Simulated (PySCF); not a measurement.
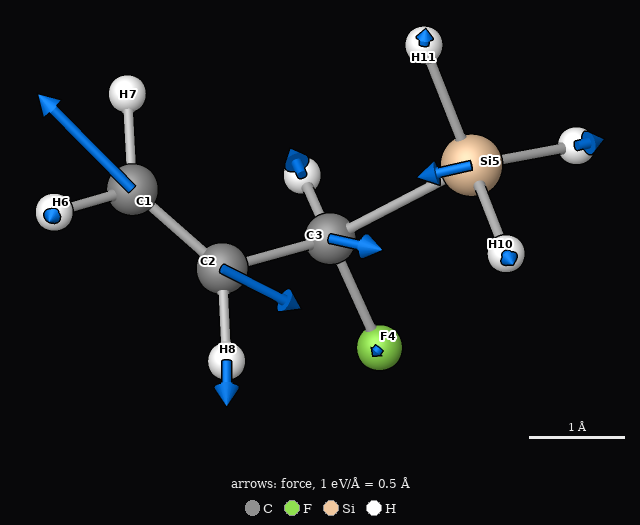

Starting geometry of C$_{3}$H$_{7}$FSi with the computed forces as blue arrows. A ball-and-stick model, seen at a tilt.

The start comes from GFN2-xTB. Its atoms were then displaced at random by about 0.01 Å.

These are results of PBE0-D3(BJ)/def2-SVP geometry optimisation, gas phase (PySCF), not measurements. 

### What follows when this structure is relaxed?

It isn't relaxed: the largest force vector, on a C atom, is 2.89 eV/Å. The final displacements have little in common with the starting forces (cosine between the two patterns 0.13). The atom that moves furthest after the best rigid fit is an H atom (0.26 Å). Largest moves by element: H 0.26 Å, C 0.12 Å, F 0.10 Å, Si 0.04 Å. Near-neighbour distances that change, for instance: C–C 1.294 → 1.334 Å, H–Si 1.454 → 1.493 Å, C–Si 1.947 → 1.916 Å, C–H 1.068 → 1.097 Å. Bond angles that change, for instance: H–C–H 114.1° → 117.1°, C–Si–H 106.1° → 109.1°, H–Si–H 112.4° → 109.8°. The energy falls by 13.7 kJ/mol in 8 geometry steps. Cost: 42 s on 1 thread of Arm Neoverse V1 (shared host).
